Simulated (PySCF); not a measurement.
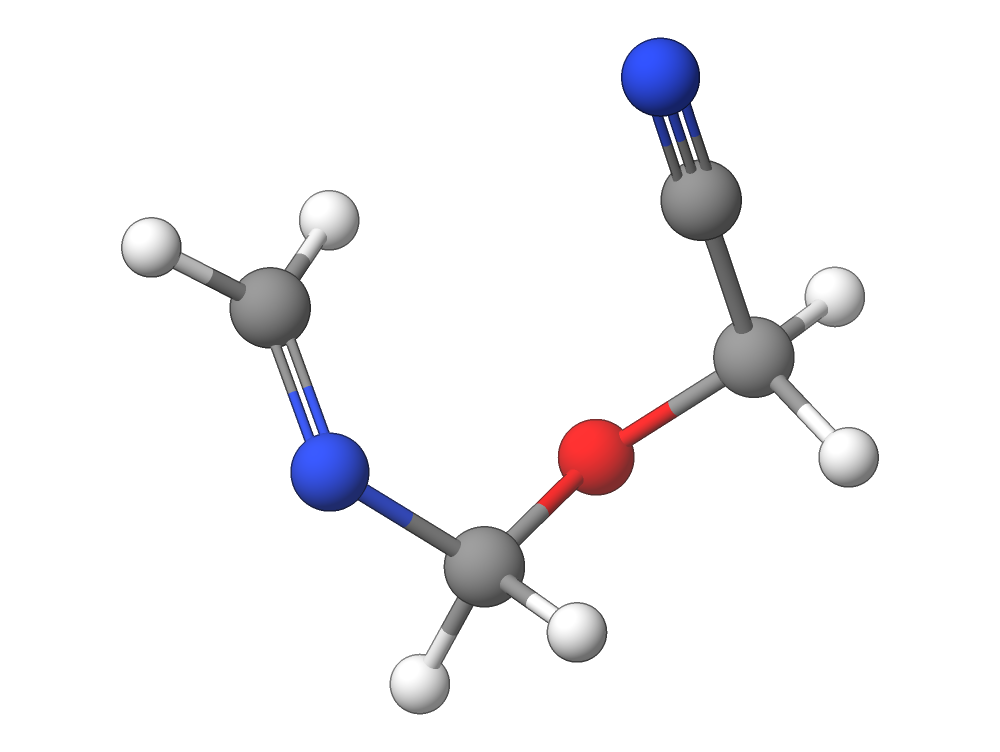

Colours: carbon grey, nitrogen blue, oxygen red, hydrogen white.

The geometry was computed by an optimisation with GFN2-xTB. No frequency run is at hand to confirm it as a minimum.

What is the molecular formula?

Answer. C₄H₆N₂O, 13 atoms: 4 carbon, 6 hydrogen, 2 nitrogen and 1 oxygen.

How many bonds of each kind are drawn?

Answer. 6 C–H, 3 C–N, 2 C–O, 1 C–C.

Name functional groups in it.

Answer. Among them: ether, nitrile, imine.

Describe its rings.

Answer. It has no ring.

The parts below concern this one geometry. Atoms keep their numbers from picture to picture.

Shape

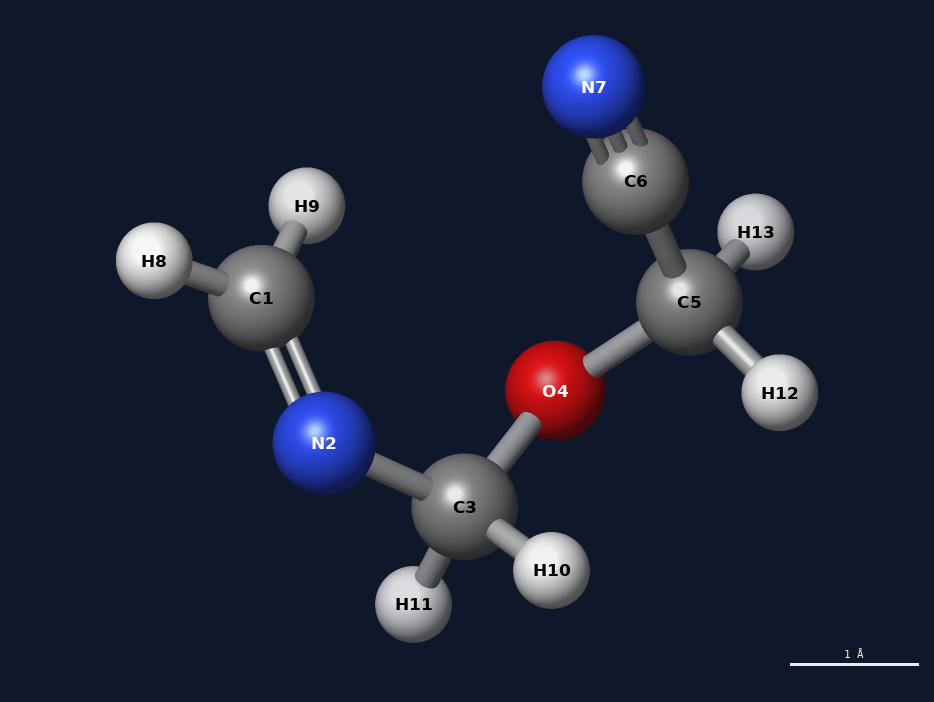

Atoms carry their numbers in the input. No frequency run is at hand to confirm it as a minimum.

Give these bond angles: N2–C1–H8, N2–C1–H9, N2–C3–O4, N2–C3–H10, N2–C3–H11, C3–O4–C5, O4–C3–H10, O4–C5–C6, O4–C5–H12, O4–C5–H13, C5–C6–N7, C6–C5–H13.

```
    angle  degrees
 N2–C1–H8    117.7
 N2–C1–H9    125.1
 N2–C3–O4    118.0
N2–C3–H10    106.9
N2–C3–H11    106.9
 C3–O4–C5    115.3
O4–C3–H10    110.8
 O4–C5–C6    114.8
O4–C5–H12    110.8
O4–C5–H13    105.8
 C5–C6–N7    179.6
C6–C5–H13    108.6
```

Electronic properties

No frequency run is at hand to confirm it as a minimum. Method: PBE0/def2-SVPD, gas phase (PySCF 2.14.0). Excitations: vertical, linear response.

What is the dipole moment?

Answer. 2.96 D.

Estimate the brightest of the 8 lowest singlets.

Answer. 7.33 eV.

What is the HOMO–LUMO gap?

Answer. 6.96 eV.

Estimate the HOMO energy (Kohn–Sham orbital).

Answer. −7.57 eV.

Core levels

No frequency run is at hand to confirm it as a minimum. Level of theory: delta-SCF UKS SCAN, pcX-2 on the ionised atom, pcseg-1 elsewhere, spin-free X2C (PySCF 2.14.0).

Give the core-electron binding energies (to vacuum) of C1 1s, N2 1s, C3 1s, O4 1s, C5 1s, C6 1s, N7 1s.

```csv
atom,level,binding energy (eV)
C1,1s,291.8
N2,1s,405.1
C3,1s,293.3
O4,1s,539.2
C5,1s,294.0
C6,1s,292.6
N7,1s,405.4
```

Polarisability

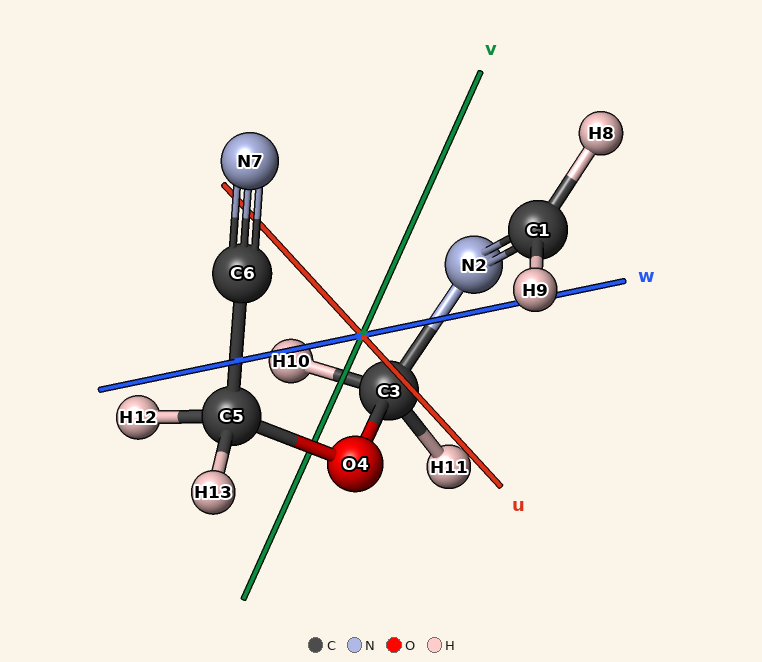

The lines u, v and w are the principal axes of the static dipole polarisability. No frequency run is at hand to confirm it as a minimum. Level of theory: PBE0/def2-SVPD (PySCF 2.14.0).

Along which axis is the molecule most polarisable, and along which least?

Answer. Most along v, least along u.

Give the three principal values.

Answer. u 51.2, v 72.4, w 60.9 bohr³; mean 61.5, anisotropy 18.4 bohr³.
